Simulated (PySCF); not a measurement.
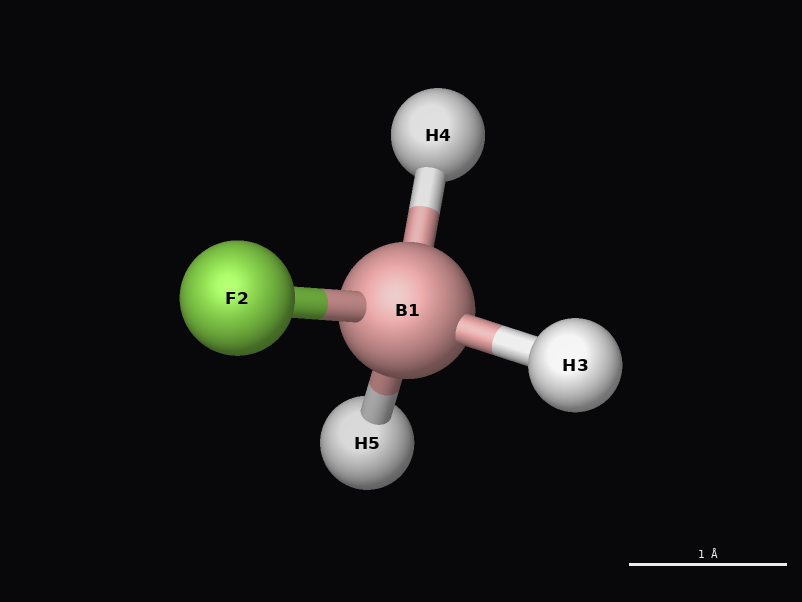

The view is orthographic, and the bar gives the scale. State: charge −1, singlet. Computed geometry: PBE0-D3(BJ)/def2-SVP optimisation. No frequency run is at hand to confirm it as a minimum.

Write Cartesian coordinates in Å in the frame of the picture: x to the right, y up, z towards the viewer, origin at the mean of the atomic positions.

```xyz
5
BFH3
B    0.01   0.00  -0.01
F   -1.07   0.08   0.94
H    1.09  -0.35   0.56
H    0.21   1.12  -0.57
H   -0.24  -0.84  -0.92
```
